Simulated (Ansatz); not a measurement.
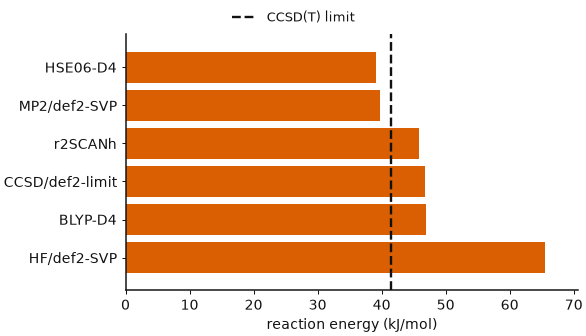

Electronic reaction energy of Si₂H₃OBr ([SiH3]O[Si]Br) [singlet] + Si₂NH₇ ([SiH3]N[SiH3]) → Si₃NH₆Br ([SiH3]N([SiH3])[Si]Br) [singlet] + SiH₄O (O[SiH3]) (SMILES in brackets) at several levels (functionals in def2-TZVPP unless a basis is named), isolated molecules at PBE0-D4 triple-zeta geometries, minima by their frequencies, no zero-point or thermal terms, the Ansatz code 0.2.0. The line is frozen-core CCSD(T) at the basis limit (MP2 extrapolated from triple and quadruple zeta, plus CCSD(T) less MP2 in a smaller set). No dispersion term is added to r2SCANh. The distance of MP2/def2-SVP and HF/def2-SVP to the limit includes basis error.

> What range do the values span, the line included?

From 39.1 kJ/mol (HSE06-D4) to 65.4 kJ/mol (HF/def2-SVP).

> Which level comes closest to the line (CCSD(T) limit), and which misses most?

Closest MP2/def2-SVP (39.8 kJ/mol), against 41.4 kJ/mol; farthest HF/def2-SVP (65.4 kJ/mol).

Known limits of this run: no scalar relativity up to krypton; outer-core shells are correlated without core-valence functions, which makes the correlated values less sure; one conformer of each flexible molecule.
